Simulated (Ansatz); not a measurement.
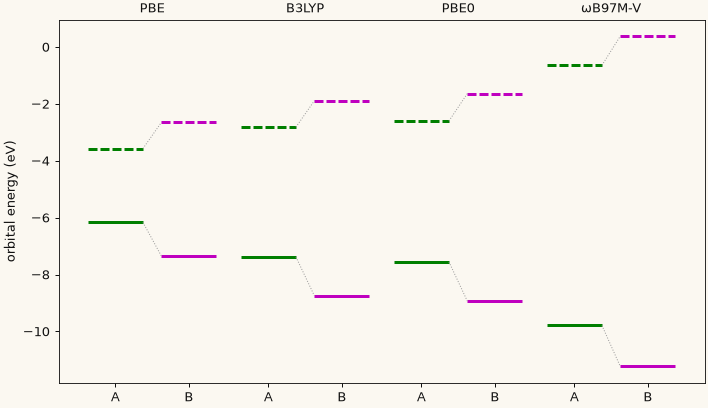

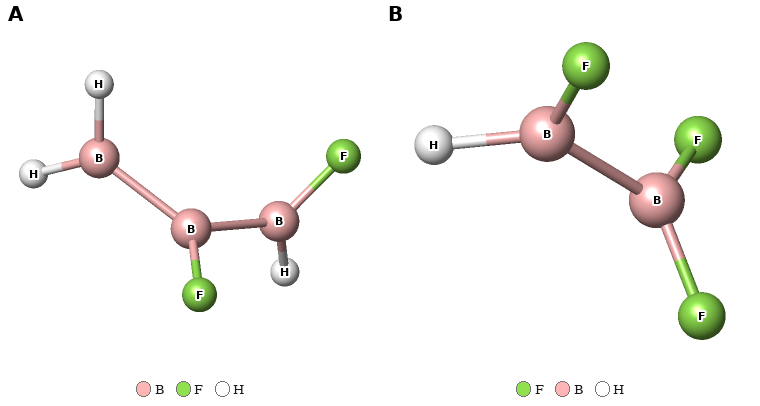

One change: A, B₃H₃F₂ (SMILES BB(F)BF), becomes B, B₂HF₃ (SMILES FBB(F)F). BH₂ on B is replaced by F. HOMO (solid) and LUMO (dashed) computed in def2-TZVPP at PBE0-D4/def2-TZVP geometries, both minima by their frequencies, gas phase, the Ansatz code. Empty levels above zero depend strongly on the basis.

What does the change do to HOMO and LUMO?

PBE: the HOMO falls by 1.18 eV, the LUMO rises by 0.92 eV, and the separation goes from 2.60 to 4.69 eV. B3LYP: the HOMO falls by 1.36 eV, the LUMO rises by 0.92 eV, and the separation goes from 4.57 to 6.85 eV. PBE0: the HOMO falls by 1.38 eV, the LUMO rises by 0.96 eV, and the separation goes from 4.96 to 7.29 eV. ωB97M-V: the HOMO falls by 1.44 eV, the LUMO rises by 1.03 eV, and the separation goes from 9.15 to 11.62 eV.

Do the functionals agree on the effect?

They agree on the direction for both levels; the HOMO shift lies between −1.44 and −1.18 eV and the LUMO shift between 0.92 and 1.03 eV, while the separations themselves differ by up to 6.9 eV between functionals.

Known limits of this run: one conformer of each flexible molecule.
